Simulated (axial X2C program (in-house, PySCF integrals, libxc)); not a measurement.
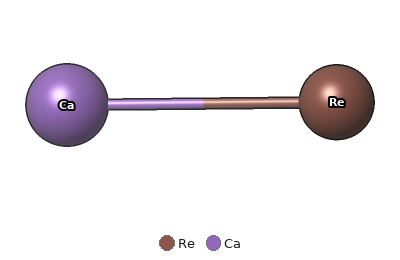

**Figure 1.** The molecule at the reference distance of 2.846 Å.

**Relativistic diatomic calculation for ReCa**

ReCa, single determinant with Ω = 7/2. Level asked for: PBE, two-component X2C with atomic mean-field Coulomb and Gaunt terms, Re dyall-cv3z, Ca dyall-cv3z (cores contracted) (axial X2C program (in-house, PySCF integrals, libxc)).

## Outcome

- outcome: not converged in a step after the SCF shown
- hardware: 1 thread of AMD EPYC (Zen 3), 24 GiB of memory available, shared host
- wall time: 6.8 s
- peak memory: 0.76 GiB

## Diagnosis

The SCF whose log is shown converged, but a later step did not. The run therefore gave no full result.

## Input
```
{"zs": [75, 20], "q": 0, "bas": ["dyall-cv3z", "dyall-cv3z"], "levels": ["PBE0", "HF", "PBE"], "cc": true, "r0": 3.02, "thr": -1.0, "nmax": 90, "npts": 10, "nst": 2, "ntry": 6}
```

The line is the task of a batch: nuclear charges, charge, bases, the levels to run, a first guess of the distance and further settings. This report covers PBE with spin-orbit coupling. The log is that of the reference distance 2.846 Å.

Launched within a batch (the task file carries these settings):
```bash
python <driver script> task.json out
```

## Output
```
two-component X2C + atomic mean field  PBE
basis functions 290  fitting functions 1234  grid points 5806
iter        total energy     max residual
   1     -17373.232447657     3.62e-01
   2     -17373.233925653     1.95e-02
   3     -17373.235478774     1.98e-01
   4     -17373.238531146     2.27e-02
   5     -17373.238840583     7.27e-02
   6     -17373.239844952     1.63e-02
   7     -17373.239870039     1.47e-03
   8     -17373.239882300     2.72e-03
   9     -17373.239883836     5.49e-04
  10     -17373.239884774     7.85e-04
  11     -17373.239884897     2.09e-04
  12     -17373.239884918     6.53e-05
  13     -17373.239884918     2.76e-05
  14     -17373.239884919     4.18e-06
converged
one-electron -24373.45499158  Coulomb 7108.98690601  exact exchange 0.00000000  xc functional -372.84998302  nuclear repulsion 278.90576823  atomic mean-field constant -14.82758455
```

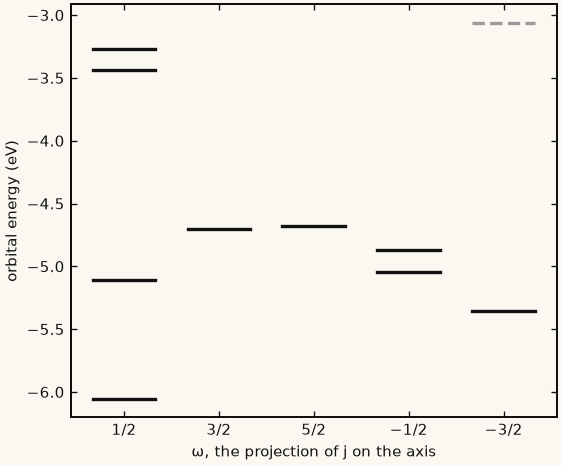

**Figure 2.** Orbital energies near the frontier at 2.85 Å, filled (solid) and empty (dashed). The highest filled spinor (1/2; 73 % Re d, 15 % Ca d) lies at −3.27 eV, the lowest empty one (−3/2; 73 % Re d, 18 % Ca d) at −3.06 eV.
